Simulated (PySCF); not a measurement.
# B2F2H5N: the cost of one run

Computed with PySCF 2.14.0, with density-fitted response routines of our own, on a single molecule in the gas phase. Atoms count from 0, in the outputs and in this text.

### Step 1. The starting structure

10 atoms, charge 0, multiplicity 1; geometry from: PBE0-D3(BJ)/def2-SVP.

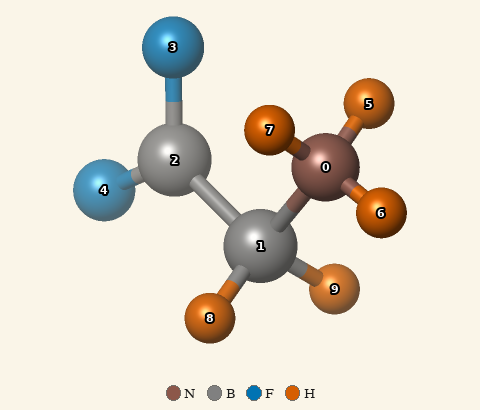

The starting geometry (nitrogen brown, boron grey, fluorine blue, hydrogen orange), atoms numbered.

### Step 2. X-ray photoelectron lines: SCAN, X2C

What the job is given:

```
{"job": {"kind": "xps"}, "charge": 0, "multiplicity": 1}
N     -1.200022     0.206943     0.116826
B      0.137183    -0.407650    -0.587424
B      1.459136     0.085908     0.350728
F      1.271263     0.807427     1.475842
F      2.738995    -0.168572     0.106686
H     -1.279394    -0.100883     1.087244
H     -2.049336    -0.074377    -0.373589
H     -1.171097     1.227377     0.132709
H      0.153806     0.031461    -1.730416
H     -0.010687    -1.623948    -0.593581
```

Level: delta-SCF UKS SCAN, pcX-2 on the ionised atom, pcseg-1 elsewhere, spin-free X2C.

Started as:

```
> OMP_NUM_THREADS=1 python probes_run.py task.json out
```

One launch serves the whole session: the jobs run in the order shown.

Q: Estimate the wall time and peak memory of this first job on 1 thread of Arm Neoverse V1, shared host.

About 19 s, with a peak of 0.44 GiB.
